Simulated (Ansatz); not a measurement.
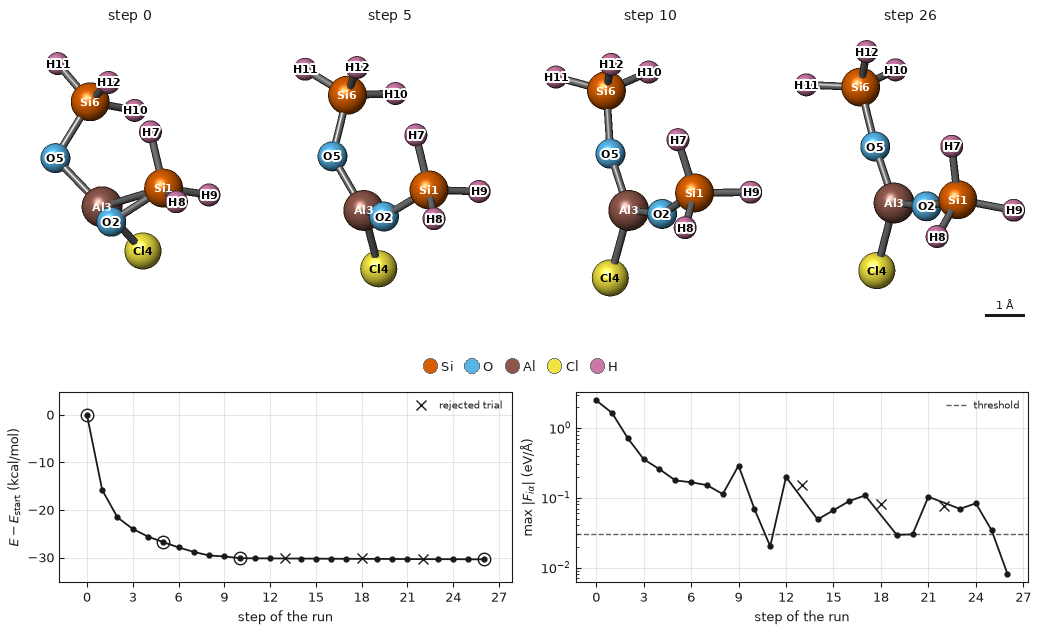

Frames of a relaxation of AlSi₂H₆O₂Cl (coarse preliminary run), marked on the history of the run. Style: ball-and-stick. Shown from a free direction.

The start comes from a force field.

Theory: RKS PBE-D4/def2-SVP (Ansatz 0.2.0). Settings: force threshold 0.03 eV/Å; at most 200 steps.

Question: What happens along the run?

Answer: The largest moves after the best rigid fit, 1.39 Å, are those of Cl4 and H10. Largest moves by element: Cl 1.39 Å, H 1.37 Å, O 1.12 Å, Si 0.70 Å, Al 0.37 Å. Near-neighbour distances that change, for instance: Si1–Al3 2.785 → 3.346 Å, Al3–Cl4 2.276 → 2.094 Å, Al3–O5 1.848 → 1.692 Å, O2–Al3 1.812 → 1.692 Å. Among the angles between lasting bonds that change: Si1–O2–Al3 105.0° → 171.1°, Al3–O5–Si6 105.9° → 171.4°, O2–Si1–H9 116.2° → 109.8°. After 23 accepted moves (26 points after the start) the energy has fallen by 30.4 kcal/mol. Largest force component: 2.5 eV/Å at the start, 0.0081 eV/Å at the end. The line search rejected the trial steps at points 13, 18, 22 of the run. The forces were under the threshold at step 11, but the run went on from there. From step 0 to 5: Cl4 moves most (0.79 Å), energy −26.8 kcal/mol. From step 5 to 10: Cl4 moves most (0.81 Å), energy −3.35 kcal/mol. From step 10 to 26: H9 moves most (0.55 Å), energy −0.26 kcal/mol.

```tsv
step	E − E(0), kcal/mol	largest force component, eV/Å	note
0	0.00	2.4761	
1	-15.81	1.6390	
2	-21.56	0.7098	
3	-23.98	0.3560	
4	-25.59	0.2558	
5	-26.77	0.1771	
6	-27.86	0.1663	
7	-28.82	0.1514	
8	-29.57	0.1129	
9	-29.77	0.2882	
10	-30.12	0.0692	
11	-30.17	0.0201	
12	-30.18	0.1981	
13	-30.10	0.1544	rejected
14	-30.22	0.0488	
15	-30.24	0.0661	
16	-30.26	0.0896	
17	-30.27	0.1079	
18	-30.20	0.0822	rejected
19	-30.28	0.0294	
20	-30.30	0.0299	
21	-30.32	0.1032	
22	-30.31	0.0768	rejected
23	-30.34	0.0691	
24	-30.35	0.0833	
25	-30.36	0.0341	
26	-30.38	0.0081
```
